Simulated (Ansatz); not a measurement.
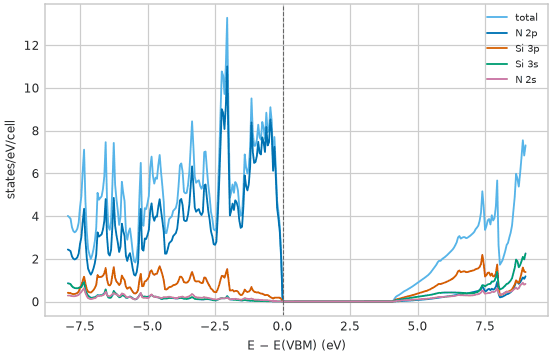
Figure. Total and projected density of states of Si3N4 in space group Fd-3m (No. 227; Si on 16c, Si on 8b, N on 32e), the program Ansatz at the r²SCAN level (PAW)

### Question
Which orbitals carry the states next to the gap?

### Answer
Top 1 eV of the valence band: N 2p 92 %. Bottom 1 eV of the conduction band: Si 3p 42 %, Si 3s 27 %, N 2s 12 %, N 2p 8 %, outside the projected shells 10 %. Projections are on Löwdin-orthogonalised atomic valence shells; empty p or d shells of many metals are not among them.

### Question
Where is the tallest occupied peak in this window, and what makes it?

### Answer
Near -2.1 eV, about 13 states/eV per cell; the largest projected share is N 2p.

The cell was relaxed with r²SCAN under the symmetry of its start; phonons on a q-mesh show no instability.

Potentials: the later of the program's two PAW sets.
